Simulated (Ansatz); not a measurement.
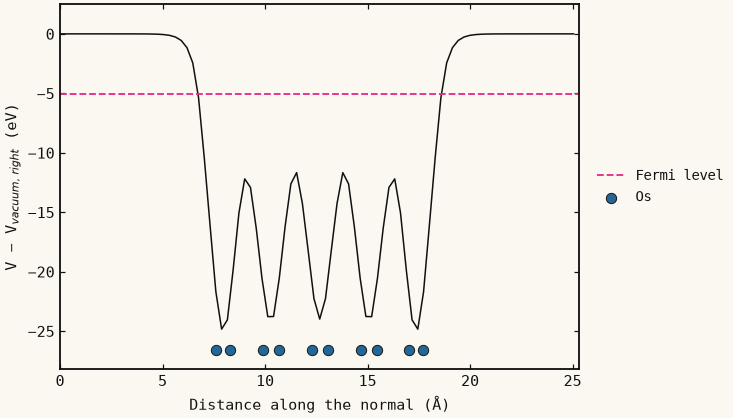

Write a caption with the findings.

Plane-averaged electrostatic potential energy of an electron across the slab; circles at the bottom mark the heights of the atoms. System: a (100) slab cut from Os (P6_3/mmc), 10 atoms in the cell. Level of theory: DFT PBE, scalar-relativistic, plane waves, PAW, no spin polarisation, 13×8×1 k mesh, Gaussian smearing of 0.1 eV; code Ansatz 0.2.0.

The work function is 5.08 eV, the same on both faces. The two vacuum levels agree, so the slab has no net dipole along its normal. The outermost atoms are 10.1 Å apart, which leaves 15.3 Å of vacuum in a cell 25.3 Å high.

Spin-orbit coupling is left out, which matters for Os.
